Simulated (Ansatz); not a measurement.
**CH3NO2Si: shift of H7 from Si4 to O5**

Aim: the minimum-energy path and barrier of the shift of H7 from Si4 to O5. The ends are relaxed first, then joined by a nudged elastic band. SMILES of the start: N=C1O[SiH]1O.

Method: RKS B3LYP/def2-SVP, in Ansatz 0.2.0.

## Step 1: The starting structure

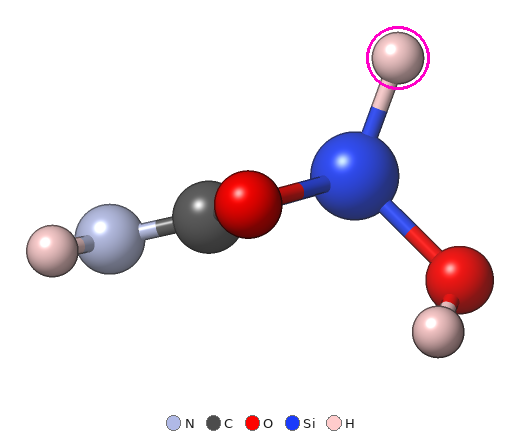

Start, viewed from a chosen angle; nitrogen light blue, carbon dark grey, oxygen red, silicon blue, hydrogen pink. Ringed: H7.

Coordinates:

```xyz
8

N    -0.4467    1.9919    0.5224
C    -0.0630    0.8875    0.1980
O     0.1718   -0.1520    0.9467
Si    0.5826   -0.4210   -0.7318
O    -0.4587   -1.7057   -1.1873
H    -0.6234    2.0738    1.5287
H     1.9759   -0.7648   -0.8424
H    -1.0463   -1.9669   -0.4900
```

## Step 2: Relaxing end A

input.yaml reads:

```yaml
crystal:
  periodic: [false, false, false]
  atoms:
    - { symbol: "N", position_ang: [-0.4467, 1.9919, 0.5224] }
    - { symbol: C, position_ang: [-0.063, 0.8875, 0.198] }
    - { symbol: O, position_ang: [0.1718, -0.152, 0.9467] }
    - { symbol: Si, position_ang: [0.5826, -0.421, -0.7318] }
    - { symbol: O, position_ang: [-0.4587, -1.7057, -1.1873] }
    - { symbol: H, position_ang: [-0.6234, 2.0738, 1.5287] }
    - { symbol: H, position_ang: [1.9759, -0.7648, -0.8424] }
    - { symbol: H, position_ang: [-1.0463, -1.9669, -0.49] }
basis:
  gaussian: { orbitals: def2-SVP }
hamiltonian:
  xc: b3lyp
relax:
  f_tol: 0.02
  max_steps: 50
output:
  orbitals: {}
```

The run is started by

```bash
> ansatz run input.yaml --threads 2 --pin off --max-ram 3072MiB --backend cpu --events-out ev --progress --plain --runs-dir out
```

Standard output, shortened:

```text
Warning: RAYON_NUM_THREADS=2 ignored (pool sized by the plan → 2); use --threads N
[...]
Functional definition: B3LYP
[...]
941 factors; integrals over basis functions are off by at most 4.6e-4 eV
[...]
mean field -14539.60576514 eV, -534.3206565703 hartree, gradient 2.6e-5 eV, S^2 0.000000; 0 other end points of the search recorded, 0 dependent functions left out
[...]
reference -14539.60598681 eV, -534.3206647162 hartree; 23, 23 occupied and 66, 66 virtual orbitals, 941 factors
relax step   1: F+E_penalty+E_count = -14539.60576514 eV  Δ(F+E_penalty+E_count) = +0.000e0 eV  max|allowed force component| = 4.005e0 eV/Å  Δτ_max = 0.0000 Å  (29 SCF iters, accepted)
[...]
Atom 0 at    -0.589568     2.023218     0.502849 Å, force    -0.008806     0.013776    -0.003378 eV/Å
Atom 1 at    -0.068296     0.908938     0.272045 Å, force     0.005959    -0.001242     0.010103 eV/Å
Atom 2 at     0.427386    -0.102705     1.132501 Å, force    -0.006796     0.003070     0.009787 eV/Å
Atom 3 at     0.581966    -0.586425    -0.508611 Å, force     0.002737     0.000695    -0.016493 eV/Å
Atom 4 at    -0.306705    -1.848997    -1.069403 Å, force     0.009793    -0.004077     0.003693 eV/Å
Atom 5 at    -0.644375     2.206319     1.515321 Å, force     0.008194    -0.008257    -0.001657 eV/Å
Atom 6 at     1.939522    -0.770656    -1.045322 Å, force    -0.003613    -0.000521     0.000571 eV/Å
Atom 7 at    -1.247730    -1.886892    -0.855080 Å, force    -0.007467    -0.003444    -0.002628 eV/Å
Dipole moment:    -0.069470    -0.387569    -0.094253 e Å
```

Wall time 8.4 s (2 threads of AMD EPYC 9R45 (Zen 5), shared host); peak memory 0.19 GiB.

Relaxation path:

| step | energy from step 1 (eV) | largest force component (eV/Å) |
| --- | --- | --- |
| 1 | 0.0000 | 4.0049 |
| 2 | -0.5546 | 2.0900 |
| 3 | -0.7139 | 0.9779 |
| 4x | -0.6974 | 1.7982 |
| 5 | -0.7862 | 0.3751 |
| 6 | -0.8001 | 0.4513 |
| 7 | -0.8034 | 0.2685 |
| 8 | -0.8073 | 0.0466 |
| 9x | -0.8071 | 0.0810 |
| 10 | -0.8077 | 0.0165 |

Step 1 is the start. 2 steps were tried and not accepted (marked x).

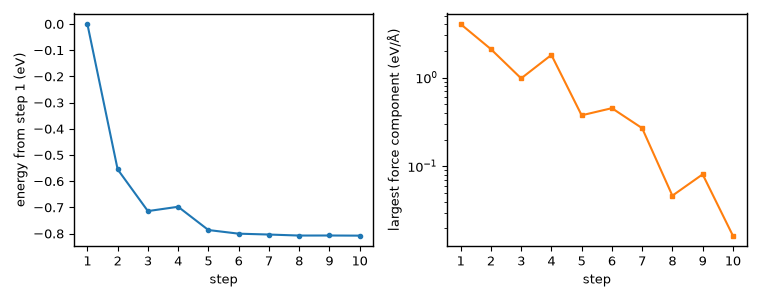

Energy and largest force along the relaxation.

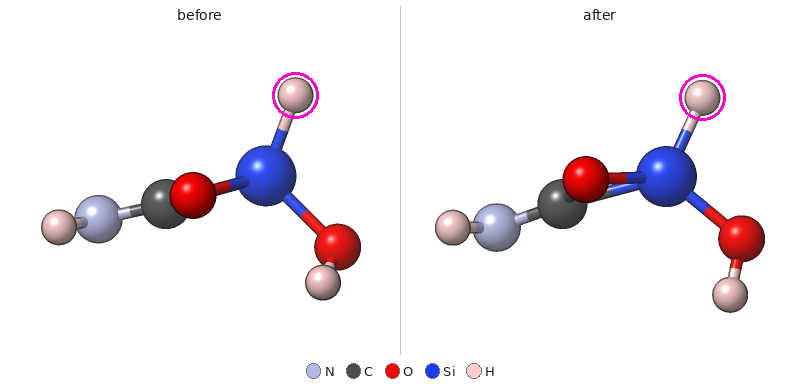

The structure before (left) and after (right), drawn at the same scale.

After: Bond lengths: N1–C2 1.252 Å, C2–O3 1.418 Å, C2–Si4 1.808 Å, O3–Si4 1.718 Å, Si4–O5 1.643 Å, N1–H6 1.030 Å, Si4–H7 1.471 Å, O5–H8 0.966 Å. Angles: N1–C2–O3 132.0°, N1–C2–Si4 165.0°, O3–C2–Si4 63.0°, C2–N1–H6 111.2°, C2–O3–Si4 69.7°, C2–Si4–O3 47.3°, C2–Si4–O5 126.1°, C2–Si4–H7 126.4°, O3–Si4–O5 119.6°, O3–Si4–H7 117.8°, O5–Si4–H7 106.2°, Si4–O5–H8 118.8°.

## Step 3: End point B

The second end starts from a geometry with the move made by hand.

Changes to input.yaml since step 2:

```diff
@@ -9,3 +9,3 @@
     - { symbol: H, position_ang: [-0.6234, 2.0738, 1.5287] }
-    - { symbol: H, position_ang: [1.9759, -0.7648, -0.8424] }
+    - { symbol: H, position_ang: [0.01272, -1.95363, -2.0218] }
     - { symbol: H, position_ang: [-1.0463, -1.9669, -0.49] }
```

The run is started by

```bash
> ansatz run input.yaml --threads 2 --pin off --max-ram 3072MiB --backend cpu --events-out ev --progress --plain --runs-dir out
```

Standard output, shortened:

```text
Warning: RAYON_NUM_THREADS=2 ignored (pool sized by the plan → 2); use --threads N
[...]
Functional definition: B3LYP
[...]
943 factors; integrals over basis functions are off by at most 4.6e-4 eV
[...]
mean field -14536.66495089 eV, -534.2125836399 hartree, gradient 4.0e-5 eV, S^2 0.000000; 0 other end points of the search recorded, 0 dependent functions left out
[...]
reference -14536.66517473 eV, -534.2125918659 hartree; 23, 23 occupied and 66, 66 virtual orbitals, 943 factors
[...]
relax step  22: F+E_penalty+E_count = -14538.88327843 eV  Δ(F+E_penalty+E_count) = -3.986e-4 eV  max|allowed force component| = 8.140e-2 eV/Å  Δτ_max = 0.0431 Å  (30 SCF iters, accepted)
[...]
relax step  29: F+E_penalty+E_count = -14538.88759833 eV  Δ(F+E_penalty+E_count) = -6.457e-4 eV  max|allowed force component| = 1.531e-1 eV/Å  Δτ_max = 0.0979 Å  (30 SCF iters, accepted)
relax step  30: F+E_penalty+E_count = -14538.88820168 eV  Δ(F+E_penalty+E_count) = -6.033e-4 eV  max|allowed force component| = 8.906e-2 eV/Å  Δτ_max = 0.0204 Å  (31 SCF iters, accepted)
```

## Step 4: The output, continued: end point B relaxed

Output, continued:

```text
relax step  31: F+E_penalty+E_count = -14538.88875035 eV  Δ(F+E_penalty+E_count) = -5.487e-4 eV  max|allowed force component| = 4.185e-2 eV/Å  Δτ_max = 0.0381 Å  (31 SCF iters, accepted)
relax step  32: F+E_penalty+E_count = -14538.88909773 eV  Δ(F+E_penalty+E_count) = -3.474e-4 eV  max|allowed force component| = 4.381e-2 eV/Å  Δτ_max = 0.0194 Å  (31 SCF iters, accepted)
relax step  33: F+E_penalty+E_count = -14538.88868739 eV  Δ(F+E_penalty+E_count) = +4.103e-4 eV  max|allowed force component| = 2.565e-1 eV/Å  Δτ_max = 0.1034 Å  (30 SCF iters, rejected (line search))
relax step  34: F+E_penalty+E_count = -14538.88972038 eV  Δ(F+E_penalty+E_count) = -6.226e-4 eV  max|allowed force component| = 1.073e-2 eV/Å  Δτ_max = 0.0517 Å  (31 SCF iters, accepted)
[...]
relax step  35: F+E_penalty+E_count = -14538.88790242 eV  Δ(F+E_penalty+E_count) = +1.818e-3 eV  max|allowed force component| = 3.783e-1 eV/Å  Δτ_max = 0.0978 Å  (30 SCF iters, rejected (line search))
these checks for a lower state are left out or cut short: starts, cluster_reference, orbital_swaps, neighbouring_geometries, increment
943 factors; integrals over basis functions are off by at most 5.8e-4 eV
mean field -14538.89003457 eV, -534.2943539567 hartree, gradient 1.9e-5 eV, S^2 0.000000; 0 other end points of the search recorded, 0 dependent functions left out
the calculation of the forces begins
reference -14538.89025554 eV, -534.2943620775 hartree; 23, 23 occupied and 66, 66 virtual orbitals, 943 factors
relax step  36: F+E_penalty+E_count = -14538.89003457 eV  Δ(F+E_penalty+E_count) = -3.142e-4 eV  max|allowed force component| = 1.034e-2 eV/Å  Δτ_max = 0.0247 Å  (31 SCF iters, accepted)
these checks for a lower state are left out or cut short: starts, cluster_reference, orbital_swaps, neighbouring_geometries, increment
943 factors; integrals over basis functions are off by at most 5.8e-4 eV
mean field -14538.89031456 eV, -534.2943642462 hartree, gradient 1.9e-5 eV, S^2 0.000000; 0 other end points of the search recorded, 0 dependent functions left out
the calculation of the forces begins
reference -14538.89053554 eV, -534.2943723672 hartree; 23, 23 occupied and 66, 66 virtual orbitals, 943 factors
relax step  37: F+E_penalty+E_count = -14538.89031456 eV  Δ(F+E_penalty+E_count) = -2.800e-4 eV  max|allowed force component| = 7.407e-2 eV/Å  Δτ_max = 0.0488 Å  (31 SCF iters, accepted)
these checks for a lower state are left out or cut short: starts, cluster_reference, orbital_swaps, neighbouring_geometries, increment
943 factors; integrals over basis functions are off by at most 5.8e-4 eV
mean field -14538.89031134 eV, -534.2943641279 hartree, gradient 1.9e-5 eV, S^2 0.000000; 0 other end points of the search recorded, 0 dependent functions left out
the calculation of the forces begins
reference -14538.89053239 eV, -534.2943722513 hartree; 23, 23 occupied and 66, 66 virtual orbitals, 943 factors
relax step  38: F+E_penalty+E_count = -14538.89031134 eV  Δ(F+E_penalty+E_count) = +3.217e-6 eV  max|allowed force component| = 1.094e-1 eV/Å  Δτ_max = 0.0310 Å  (31 SCF iters, rejected (line search))
these checks for a lower state are left out or cut short: starts, cluster_reference, orbital_swaps, neighbouring_geometries, increment
943 factors; integrals over basis functions are off by at most 5.8e-4 eV
mean field -14538.89061978 eV, -534.2943754627 hartree, gradient 1.9e-5 eV, S^2 0.000000; 0 other end points of the search recorded, 0 dependent functions left out
the calculation of the forces begins
reference -14538.89084069 eV, -534.2943835813 hartree; 23, 23 occupied and 66, 66 virtual orbitals, 943 factors
relax step  39: F+E_penalty+E_count = -14538.89061978 eV  Δ(F+E_penalty+E_count) = -3.052e-4 eV  max|allowed force component| = 2.966e-2 eV/Å  Δτ_max = 0.0153 Å  (32 SCF iters, accepted)
these checks for a lower state are left out or cut short: starts, cluster_reference, orbital_swaps, neighbouring_geometries, increment
943 factors; integrals over basis functions are off by at most 5.8e-4 eV
mean field evaluation 288: about -14538.8667 eV, gradient 6.7e-3 eV
mean field -14538.89084372 eV, -534.2943836924 hartree, gradient 1.9e-5 eV, S^2 0.000000; 0 other end points of the search recorded, 0 dependent functions left out
the calculation of the forces begins
reference -14538.89106452 eV, -534.2943918069 hartree; 23, 23 occupied and 66, 66 virtual orbitals, 943 factors
relax step  40: F+E_penalty+E_count = -14538.89084372 eV  Δ(F+E_penalty+E_count) = -2.239e-4 eV  max|allowed force component| = 8.477e-3 eV/Å  Δτ_max = 0.0305 Å  (31 SCF iters, accepted)
these checks for a lower state are left out or cut short: starts, cluster_reference, orbital_swaps, neighbouring_geometries, increment
943 factors; integrals over basis functions are off by at most 5.8e-4 eV
mean field -14538.89082997 eV, -534.2943831873 hartree, gradient 1.9e-5 eV, S^2 0.000000; 0 other end points of the search recorded, 0 dependent functions left out
the calculation of the forces begins
reference -14538.89105060 eV, -534.2943912952 hartree; 23, 23 occupied and 66, 66 virtual orbitals, 943 factors
relax step  41: F+E_penalty+E_count = -14538.89082997 eV  Δ(F+E_penalty+E_count) = +1.374e-5 eV  max|allowed force component| = 8.653e-2 eV/Å  Δτ_max = 0.0550 Å  (31 SCF iters, rejected (line search))
these checks for a lower state are left out or cut short: starts, cluster_reference, orbital_swaps, neighbouring_geometries, increment
943 factors; integrals over basis functions are off by at most 5.8e-4 eV
mean field -14538.89098506 eV, -534.2943888867 hartree, gradient 1.9e-5 eV, S^2 0.000000; 0 other end points of the search recorded, 0 dependent functions left out
the calculation of the forces begins
reference -14538.89120580 eV, -534.2943969988 hartree; 23, 23 occupied and 66, 66 virtual orbitals, 943 factors
relax step  42: F+E_penalty+E_count = -14538.89098506 eV  Δ(F+E_penalty+E_count) = -1.413e-4 eV  max|allowed force component| = 1.949e-2 eV/Å  Δτ_max = 0.0268 Å  (31 SCF iters, accepted)
943 factors; integrals over basis functions are off by at most 5.8e-4 eV
mean field evaluation 320: about -14538.8910 eV, gradient 7.4e-2 eV
mean field -14538.89098506 eV, -534.2943888867 hartree, gradient 1.9e-5 eV, S^2 0.000000; 1 other end points of the search recorded, 0 dependent functions left out
the calculation of the forces begins
reference -14538.89120580 eV, -534.2943969988 hartree; 23, 23 occupied and 66, 66 virtual orbitals, 943 factors
Total energy: -14538.89120580 eV, -534.2943969988 hartree
Atom 0 at    -0.846021     1.518795     0.557272 Å, force    -0.002048    -0.000522    -0.001153 eV/Å
Atom 1 at     0.070506     0.756526     0.138134 Å, force     0.003087     0.000424     0.003258 eV/Å
Atom 2 at     0.817050    -0.212506     0.763949 Å, force    -0.003454    -0.001144    -0.004053 eV/Å
Atom 3 at     1.250398    -0.153189    -0.978728 Å, force     0.000799     0.001948    -0.000257 eV/Å
Atom 4 at    -0.425929    -1.536677    -1.360506 Å, force    -0.012539    -0.001078     0.019488 eV/Å
Atom 5 at    -0.997020     1.369915     1.568167 Å, force     0.001781    -0.000497    -0.000096 eV/Å
Atom 6 at    -0.516965    -2.008563    -0.513016 Å, force     0.000958     0.009293    -0.015955 eV/Å
Atom 7 at    -1.222999    -0.980332    -1.410372 Å, force     0.011416    -0.008424    -0.001231 eV/Å
Dipole moment:    -0.280398    -0.652695    -0.160421 e Å
```

Run time: 33 s. Hardware: 2 threads of AMD EPYC 9R45 (Zen 5), shared host; peak memory 0.19 GiB.

Step by step, one in 2:

```
step  energy from step 1 (eV)  largest force component (eV/Å)
   1                   0.0000                          5.6045
   3                  -1.7411                          1.5069
   5                  -2.1003                          1.0921
   7                  -2.1802                          0.6001
   9                  -2.1991                          0.1215
 11x                  -2.2009                          0.1673
  13                  -2.2034                          0.2199
  15                  -2.2083                          0.3230
  17                  -2.2146                          0.0592
  19                  -2.2171                          0.0532
 21x                  -2.2146                          0.6322
  23                  -2.2195                          0.1259
  25                  -2.2207                          0.1192
 27x                  -2.2163                          0.5588
  29                  -2.2226                          0.1531
  31                  -2.2238                          0.0419
 33x                  -2.2237                          0.2565
 35x                  -2.2230                          0.3783
  37                  -2.2254                          0.0741
  39                  -2.2257                          0.0297
 41x                  -2.2259                          0.0865
  42                  -2.2260                          0.0195
```

Step 1 is the start. 7 steps were tried and not accepted (marked x).

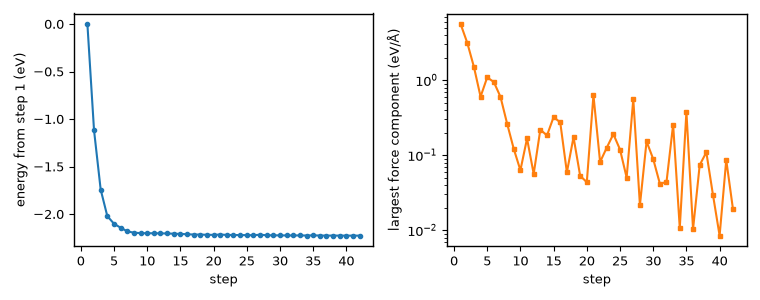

How energy and force went from step to step.

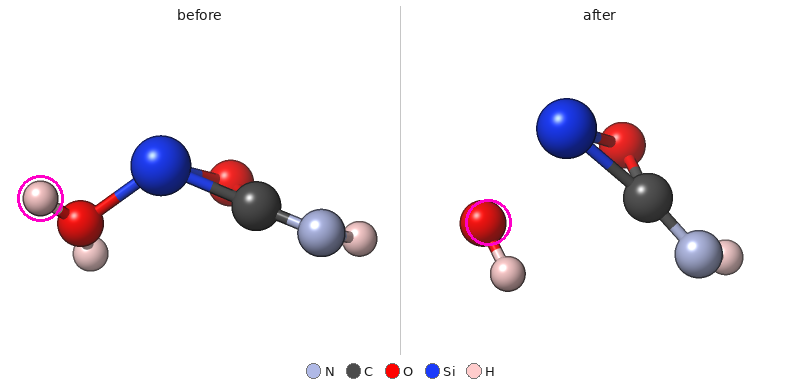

The structure before (left) and after (right), drawn at the same scale.

After: Bond lengths: N1–C2 1.264 Å, C2–O3 1.374 Å, C2–Si4 1.862 Å, O3–Si4 1.797 Å, N1–H6 1.033 Å, O5–H7 0.974 Å, O5–H8 0.973 Å. Angles: N1–C2–O3 131.9°, N1–C2–Si4 162.4°, O3–C2–Si4 65.4°, C2–N1–H6 110.1°, C2–O3–Si4 70.5°, C2–Si4–O3 44.1°, H7–O5–H8 104.2°.

Pairs that crossed the distance rule for bonds on the way: moved apart Si4–O5.

## Step 5: Nudged elastic band

crystal.atoms is end A as relaxed above, and neb.final_atoms is end B, turned to lie on A. With 9 inner images the band has 11 in all. The start path is listed, through a guess of the saddle.

input.yaml reads:

```yaml
crystal:
  periodic: [false, false, false]
  atoms:
    - { symbol: "N", position_ang: [-0.589568, 2.023218, 0.502849] }
    - { symbol: C, position_ang: [-0.068296, 0.908938, 0.272045] }
    - { symbol: O, position_ang: [0.427386, -0.102705, 1.132501] }
    - { symbol: Si, position_ang: [0.581966, -0.586425, -0.508611] }
    - { symbol: O, position_ang: [-0.306705, -1.848997, -1.069403] }
    - { symbol: H, position_ang: [-0.644375, 2.206319, 1.515321] }
    - { symbol: H, position_ang: [1.939522, -0.770656, -1.045322] }
    - { symbol: H, position_ang: [-1.24773, -1.886892, -0.85508] }
basis:
  gaussian: { orbitals: def2-SVP }
hamiltonian:
  xc: b3lyp
neb:
  order_check: false
  images: 9
  f_tol: 0.03
  max_iterations: 60
  final_atoms:
    - { symbol: "N", position_ang: [-0.95795359, 1.53541531, 0.59793625] }
    - { symbol: C, position_ang: [0.04785977, 0.99542827, 0.05617438] }
    - { symbol: O, position_ang: [1.19231942, 0.44818992, 0.58413049] }
    - { symbol: Si, position_ang: [1.19426824, 0.23756477, -1.20020843] }
    - { symbol: O, position_ang: [0.03842213, -1.61851629, -0.90213368] }
    - { symbol: H, position_ang: [-0.82864396, 1.57988983, 1.62174076] }
    - { symbol: H, position_ang: [0.29580417, -1.89416692, -0.00381611] }
    - { symbol: H, position_ang: [-0.88987619, -1.34100489, -0.80952365] }
  initial_path:
    images:
      - { positions_ang: [[-0.589568, 2.023218, 0.502849], [-0.068296, 0.908938, 0.272045], [0.427386, -0.102705, 1.132501], [0.581966, -0.586425, -0.508611], [-0.306705, -1.848997, -1.069403], [-0.644375, 2.206319, 1.515321], [1.939522, -0.770656, -1.045322], [-1.24773, -1.886892, -0.85508]] }
      - { positions_ang: [[-0.56119806, 2.03046463, 0.51591495], [-0.05198398, 0.92096521, 0.27808025], [0.36482783, -0.09927952, 1.11792904], [0.63649867, -0.53041568, -0.50878066], [-0.25567757, -1.797931, -1.09363977], [-0.67984085, 2.18774798, 1.5164483], [1.78988125, -0.88312109, -1.07165895], [-1.15030729, -1.88563054, -0.80999317]] }
      - { positions_ang: [[-0.53282813, 2.03771126, 0.52898091], [-0.03567196, 0.93299242, 0.2841155], [0.30226966, -0.09585403, 1.10335707], [0.69103133, -0.47440635, -0.50895032], [-0.20465013, -1.746865, -1.11787653], [-0.71530669, 2.16917696, 1.51757561], [1.64024051, -0.99558617, -1.09799589], [-1.05288458, -1.88436907, -0.76490634]] }
      - { positions_ang: [[-0.50445819, 2.04495789, 0.54204686], [-0.01935994, 0.94501963, 0.29015075], [0.23971149, -0.09242855, 1.08878511], [0.745564, -0.41839703, -0.50911998], [-0.1536227, -1.695799, -1.1421133], [-0.75077254, 2.15060594, 1.51870291], [1.49059976, -1.10805126, -1.12433284], [-0.95546187, -1.88310761, -0.71981951]] }
      - { positions_ang: [[-0.47608826, 2.05220451, 0.55511281], [-0.00304792, 0.95704684, 0.296186], [0.17715331, -0.08900306, 1.07421314], [0.80009667, -0.3623877, -0.50928963], [-0.10259526, -1.644733, -1.16635006], [-0.78623839, 2.13203491, 1.51983022], [1.34095901, -1.22051635, -1.15066979], [-0.85803917, -1.88184614, -0.67473268]] }
      - { positions_ang: [[-0.44771832, 2.05945114, 0.56817877], [0.0132641, 0.96907404, 0.30222125], [0.11459514, -0.08557758, 1.05964118], [0.85462934, -0.30637838, -0.50945929], [-0.05156783, -1.59366701, -1.19058683], [-0.82170423, 2.11346389, 1.52095752], [1.19131826, -1.33298144, -1.17700673], [-0.76061646, -1.88058468, -0.62964585]] }
      - { positions_ang: [[-0.54976537, 1.95464398, 0.57413026], [0.02018323, 0.97434489, 0.25301187], [0.33014, 0.02117592, 0.96453904], [0.92255712, -0.19758975, -0.64760912], [-0.03356984, -1.59863686, -1.1328962], [-0.82309218, 2.00674908, 1.54111417], [1.01221545, -1.44521853, -0.94236861], [-0.7864684, -1.77266872, -0.66562141]] }
      - { positions_ang: [[-0.65181243, 1.84983681, 0.58008176], [0.02710236, 0.97961573, 0.2038025], [0.54568485, 0.12792942, 0.8694369], [0.9904849, -0.08880112, -0.78575895], [-0.01557184, -1.60360672, -1.07520557], [-0.82448012, 1.90003427, 1.56127082], [0.83311263, -1.55745563, -0.70773048], [-0.81232035, -1.66475277, -0.70159697]] }
      - { positions_ang: [[-0.75385948, 1.74502964, 0.58603325], [0.0340215, 0.98488658, 0.15459312], [0.76122971, 0.23468292, 0.77433476], [1.05841268, 0.01998751, -0.92390878], [0.00242615, -1.60857657, -1.01751494], [-0.82586807, 1.79331946, 1.58142747], [0.65400981, -1.66969273, -0.47309236], [-0.83817229, -1.55683681, -0.73757253]] }
      - { positions_ang: [[-0.85590654, 1.64022248, 0.59198475], [0.04094063, 0.99015743, 0.10538375], [0.97677457, 0.34143642, 0.67923262], [1.12634046, 0.12877614, -1.0620586], [0.02042414, -1.61354643, -0.95982431], [-0.82725601, 1.68660464, 1.60158411], [0.47490699, -1.78192983, -0.23845423], [-0.86402424, -1.44892085, -0.77354809]] }
      - { positions_ang: [[-0.95795359, 1.53541531, 0.59793625], [0.04785977, 0.99542827, 0.05617438], [1.19231942, 0.44818992, 0.58413049], [1.19426824, 0.23756477, -1.20020843], [0.03842213, -1.61851629, -0.90213368], [-0.82864396, 1.57988983, 1.62174076], [0.29580417, -1.89416692, -0.00381611], [-0.88987619, -1.34100489, -0.80952365]] }
```

The run is started by

```bash
> ansatz run input.yaml --threads 2 --pin off --max-ram 3072MiB --backend cpu --events-out ev --progress --plain --runs-dir out
```

Standard output, shortened:

```text
Warning: RAYON_NUM_THREADS=2 ignored (pool sized by the plan → 2); use --threads N
[...]
Functional definition: B3LYP
[...]
939 factors; integrals over basis functions are off by at most 4.4e-4 eV
[...]
mean field -14540.41341835 eV, -534.3503372780 hartree, gradient 3.7e-5 eV, S^2 0.000000; 0 other end points of the search recorded, 0 dependent functions left out
[...]
reference -14540.41363828 eV, -534.3503453604 hartree; 23, 23 occupied and 66, 66 virtual orbitals, 939 factors
[...]
Atom 4 at    -0.129846    -1.535967    -1.283729 Å, force     0.004268     0.003694     0.009373 eV/Å
Atom 5 at    -0.921798     2.189012     1.593435 Å, force     0.003038    -0.001499     0.006437 eV/Å
Atom 6 at     1.194996    -1.675096    -1.191996 Å, force     0.000061    -0.003584    -0.003705 eV/Å
Atom 7 at    -0.723339    -2.058576    -0.707900 Å, force    -0.004346    -0.001245    -0.003581 eV/Å
Dipole moment:     0.032702    -0.654971    -0.005718 e Å
this run last wrote the band of iteration 17 to <dir>
```

It took 1.8 min on 2 threads of AMD EPYC 9R45 (Zen 5), shared host; peak memory 0.21 GiB.

[end of part 1 of 2]
